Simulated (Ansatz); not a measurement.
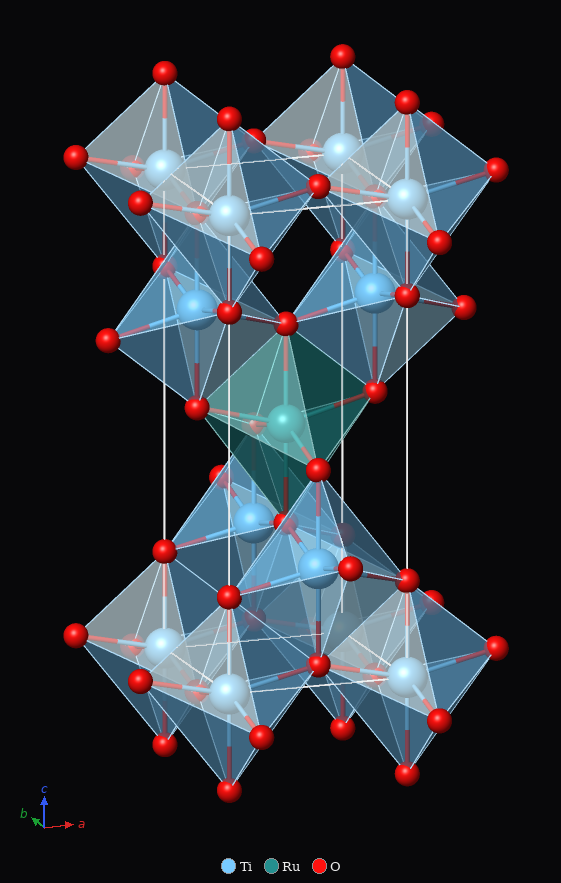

This polyhedral model is shown slightly off an axis. The box is the conventional unit cell; atoms on or close to its faces, edges and corners are drawn wherever they repeat. A few atoms beyond the faces are included.

Ti$_{3}$RuO$_{8}$, space group P-4m2 (No. 115), a = 3.790 Å, b = 3.790 Å, c = 9.914 Å, α = 90.00°, β = 90.00°, γ = 90.00°. Origin of the cell: a structure type filled with these elements by a generator (whether the compound takes this form wasn't checked). Earlier steps of the study, as a rule a relaxation of our own, may have changed the cell and positions, so they can lie some per cent off the listed ones. It was run through Ansatz as a DFT input.

This one geometry was computed with Ansatz (DFT, plane waves, PAW) at three levels of theory: PBE+U (U_eff = 4.00 eV on Ti d), PBE and r2SCAN.

Which level gives the highest pressure at this volume, and what does that say about its equilibrium volume?

Answer. Highest: PBE+U (U_eff = 4.00 eV on Ti d) (2.4 GPa), which points to the largest equilibrium volume. Lowest, with the smallest volume: r2SCAN (-4.8 GPa). Levels within 0.5 GPa of each other can't be told apart.

How does the band gap change with the level of theory?

Answer. All levels give a metal.

Collect the results in a table.

Answer.
| level | cutoff (eV) | k-mesh of the run's cell | gap (eV) | pressure (GPa) |
| --- | --- | --- | --- | --- |
| PBE+U (U_eff = 4.00 eV on Ti d) | 420 | 10×10×4 | metal | 2.4 |
| PBE | 420 | 10×10×4 | metal | 0.0 |
| r2SCAN | 500 | 10×10×4 | metal | -4.8 |

Gaps are taken on the k-mesh or band path of each run.
